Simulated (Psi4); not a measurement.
# InSiNH6 (SMILES N[SiH2][InH2]) at TPSSh/def2-SVP (core potential)

Aim: the energy change on altering one bond length of InSiNH6 at TPSSh/def2-SVP (core potential), from 2 runs. 

The calculation is run with Psi4 1.11.

2 further runs of the same task are left out: 2 set aside as unsound or not needed. Runs told in other sessions of the task aren't counted.

**1. The molecule**

InSiNH6 has 9 atoms, charge 0, and is taken as a singlet. SMILES: `N[SiH2][InH2]`. Geometry: relaxed at PBE0-D4/def2-TZVP. This is one conformer, not always the lowest.

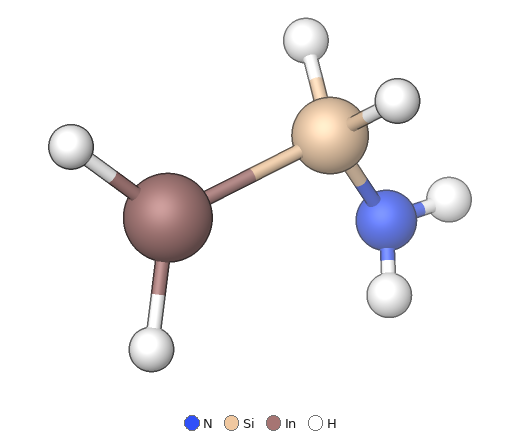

Viewed from a chosen angle; nitrogen blue, silicon light orange, indium brown, hydrogen white.

**2. Energy and forces at TPSSh/def2-SVP (core potential)**

The input, job.dat:

```
memory 2.2 GB

molecule mol {
  0 1
  N     -0.891500     0.591400    -1.336400
  Si     0.373800     0.744000    -0.168700
  In     0.267200    -1.255400     1.446100
  H     -1.095600    -0.314200    -1.726600
  H     -1.035700     1.316000    -2.022500
  H      0.170000     2.036500     0.545200
  H      1.758900     0.832100    -0.740700
  H     -0.551200    -2.716800     0.991900
  H      1.004100    -1.233700     3.011600
  symmetry c1
}

set {
  basis def2-SVP
  puream true
  e_convergence 1e-09
  d_convergence 1e-08
  scf_type pk
  dft_radial_points 99
  dft_spherical_points 590
}

energy_value, wavefunction = gradient("tpssh", return_wfn=True)
oeprop(wavefunction, "WIBERG_LOWDIN_INDICES", "LOWDIN_CHARGES", "MAYER_INDICES")
```

Started as:

```sh
$ psi4 job.dat job.out -n 1
```

job.out, cut to the lines that bear on the results:

```text
[...]
    !!!  WARNING: ECP capability is in beta. Please check occupations closely.  !!!
[...]
  Running in c1 symmetry.
[...]
  Nuclear repulsion =  171.526686821222199
[...]
  Multiplicity = 1
[...]
  Nalpha       = 24
  Nbeta        = 24
[...]
    Number of basis functions: 88
[...]
   @RKS iter   1:  -537.52400110816131   -8.89088e-01   8.56928e-03 DIIS/ADIIS
[...]
   @RKS iter  12:  -537.79227902636740   -1.93268e-12   3.03060e-09 DIIS
[...]
    Orbital Energies [Eh]
    ---------------------
    Doubly Occupied:
       1A    -65.978469     2A    -14.238359     3A     -5.217858
       4A     -4.600766     5A     -3.569699     6A     -3.568940
       7A     -3.568324     8A     -3.023156     9A     -3.010507
      10A     -3.009984    11A     -0.813759    12A     -0.731638
      13A     -0.725507    14A     -0.724470    15A     -0.721603
      16A     -0.718525    17A     -0.508811    18A     -0.469332
      19A     -0.398385    20A     -0.374992    21A     -0.331698
      22A     -0.272836    23A     -0.250839    24A     -0.227938
[...]
  @RKS Final Energy:  -537.79227902636740
   => Energetics <=
    Nuclear Repulsion Energy =            171.5266868212221993
    One-Electron Energy =               -1155.7061528720764727
    Two-Electron Energy =                 488.6461583223971843
    DFT Exchange-Correlation Energy =     -42.2589712979103780
    Empirical Dispersion Energy =           0.0000000000000000
    VV10 Nonlocal Energy =                  0.0000000000000000
    Total Energy =                       -537.7922790263673960
[...]
 Multipole Moments:
 ------------------------------------------------------------------------------------
     Multipole            Electronic (a.u.)      Nuclear  (a.u.)        Total (a.u.)
 ------------------------------------------------------------------------------------
 L = 1.  Multiply by 2.5417464519 to convert [e a0] to [Debye]
 Dipole X            :          6.7835683           -6.9317618           -0.1481935
 Dipole Y            :        -41.6694923           41.6890252            0.0195328
 Dipole Z            :         43.5664730          -44.1356534           -0.5691804
 Magnitude           :                                                    0.5884804
[...]
  -Total Gradient:
     Atom            X                  Y                   Z
    ------   -----------------  -----------------  -----------------
       1        0.003969266374    -0.000227288152    -0.004335531180
       2       -0.005576329561    -0.002240390896    -0.002869965708
       3        0.000057122633     0.000178586943    -0.000253254488
       4        0.001909830098     0.007555345291     0.004115840561
       5        0.001676211751    -0.006134187733     0.006264324683
       6       -0.000269498755    -0.001054274339    -0.000724658900
       7       -0.001879080103    -0.000271419380    -0.000352604282
       8        0.001181128068     0.002140769008     0.000558347641
       9       -0.001061544697     0.000061046342    -0.002408261446
[...]
```

It took 35 s on 1 thread of Intel Xeon 6975P-C (Granite Rapids), shared host; peak memory 1.2 GiB.

**3. The distorted shape: the energy at TPSSh/def2-SVP (core potential)**

The input, input.in:

```
memory 2200 mb

molecule {
  0 1
  N     -2.04334763     1.07432820    -2.85642119
  Si     0.70637963     1.40595624    -0.31879680
  In     0.50493482    -2.37236218     2.73273295
  H     -2.42904073    -0.63700778    -3.59379233
  H     -2.31584614     2.44362375    -4.15296229
  H      0.32125344     3.84842725     1.03027868
  H      3.32383928     1.57244111    -1.39972014
  H     -1.04161704    -5.13400794     1.87441934
  H      1.89747400    -2.33135512     5.69109920
  units au
  symmetry c1
}

set basis def2-SVP
set reference rks
set puream true
set e_convergence 1e-09
set d_convergence 1e-08
set scf_type pk
set dft_radial_points 99
set dft_spherical_points 590

E = energy("tpssh")
print_variables()
```

Started as:

```sh
$ psi4 -n 1 input.in input.out
```

input.out, cut to the lines that bear on the results:

```text
[...]
    !!!  WARNING: ECP capability is in beta. Please check occupations closely.  !!!
[...]
  Running in c1 symmetry.
[...]
  Nuclear repulsion =  165.300744260024516
[...]
  Multiplicity = 1
[...]
  Nalpha       = 24
  Nbeta        = 24
[...]
    Number of basis functions: 88
[...]
   @RKS iter   1:  -537.51507629878085   -1.05600e+00   8.37768e-03 ADIIS/DIIS
[...]
   @RKS iter  12:  -537.77284484197321   -2.38742e-12   3.53355e-09 DIIS
[...]
    Orbital Energies [Eh]
    ---------------------
    Doubly Occupied:
       1A    -65.997654     2A    -14.232626     3A     -5.233773
       4A     -4.607201     5A     -3.586102     6A     -3.584597
       7A     -3.584314     8A     -3.029575     9A     -3.017143
      10A     -3.016292    11A     -0.777047    12A     -0.738004
      13A     -0.732063    14A     -0.730723    15A     -0.728014
      16A     -0.725019    17A     -0.504975    18A     -0.441935
      19A     -0.398931    20A     -0.354344    21A     -0.334167
      22A     -0.277113    23A     -0.252170    24A     -0.211968
[...]
  @RKS Final Energy:  -537.77284484197321
   => Energetics <=
    Nuclear Repulsion Energy =            165.3007442600245156
    One-Electron Energy =               -1143.1834922586419907
    Two-Electron Energy =                 482.2975452905722591
    DFT Exchange-Correlation Energy =     -42.1876421339279943
    Empirical Dispersion Energy =           0.0000000000000000
    VV10 Nonlocal Energy =                  0.0000000000000000
    Total Energy =                       -537.7728448419732104
[...]
 Multipole Moments:
 ------------------------------------------------------------------------------------
     Multipole            Electronic (a.u.)      Nuclear  (a.u.)        Total (a.u.)
 ------------------------------------------------------------------------------------
 L = 1.  Multiply by 2.5417464519 to convert [e a0] to [Debye]
 Dipole X            :          8.5866780           -8.4671094            0.1195685
 Dipole Y            :        -41.5256492           41.5038545           -0.0217947
 Dipole Z            :         45.2905496          -45.5525695           -0.2620198
 Magnitude           :                                                    0.2888357
[...]
```

It took 30 s on 1 thread of Intel Xeon 6975P-C (Granite Rapids), shared host; peak memory 1.1 GiB.

**4. Summary of results**

Level: TPSSh/def2-SVP (core potential).

| quantity | value |
| --- | --- |
| first shape: total energy | -537.79228 Eh |
| first shape: dipole moment | 1.50 D |
| first shape: HOMO energy | -6.20 eV |
| first shape: LUMO energy | -2.19 eV |
| first shape: HOMO–LUMO gap | 4.01 eV |
| first shape: largest force on an atom | 0.459 eV/Å |
| distorted shape: total energy | -537.77284 Eh |
| distorted shape: dipole moment | 0.73 D |
| distorted shape: HOMO energy | -5.77 eV |
| distorted shape: LUMO energy | -2.32 eV |
| distorted shape: HOMO–LUMO gap | 3.45 eV |
| energy change with the N1–Si2 bond stretched from 1.729 to 1.988 Å | 0.529 eV |

In words: With the N1–Si2 bond stretched from 1.729 to 1.988 Å the energy rises by 0.53 eV (12.2 kcal/mol). The first shape isn't relaxed at this level, so the change isn't measured from a minimum. The largest force (first shape) is 0.46 eV/Å: the shape isn't a stationary point for this species at this level.
